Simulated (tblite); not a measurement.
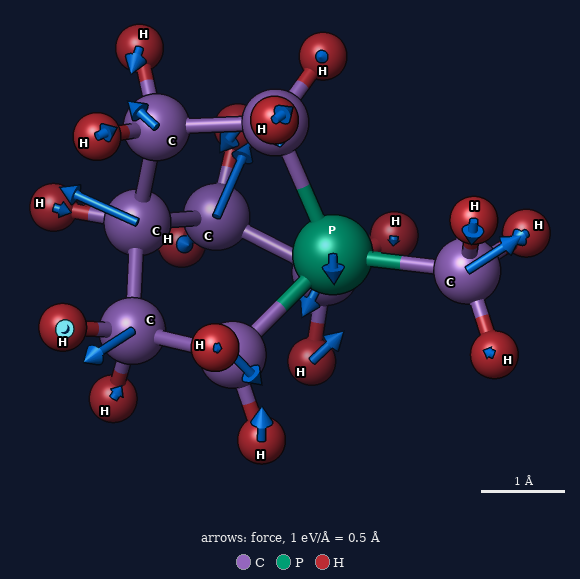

Starting geometry of C8H16P (charge +1) with the computed forces as blue arrows. Style: ball-and-stick. Shown at a tilt.

Method: GFN2-xTB geometry optimisation, gas phase in tblite. 

Q: Is this structure relaxed? If not, where do the atoms go?

A: It isn't relaxed: the largest force vector, on a C atom, is 2.25 eV/Å. The final displacements have little in common with the starting forces (cosine between the two patterns 0.20). After 81 geometry steps the energy has fallen by 54.1 kJ/mol. The atom that moves furthest after the best rigid fit is an H atom (0.72 Å). Largest moves by element: H 0.72 Å, C 0.11 Å, P 0.03 Å. Some distances before and after: C–P 2.609 → 2.712 Å, C–C 1.502 → 1.538 Å, C–H 1.126 → 1.093 Å, C–P 1.836 → 1.808 Å. Bond angles that change, for instance: C–C–H 104.8° → 111.8°, P–C–H 116.2° → 109.5°, H–C–H 114.0° → 107.9°. Groups turn about C–P by about 30°. Cost: 0.75 s on 1 thread of Arm Neoverse V1 (shared host).
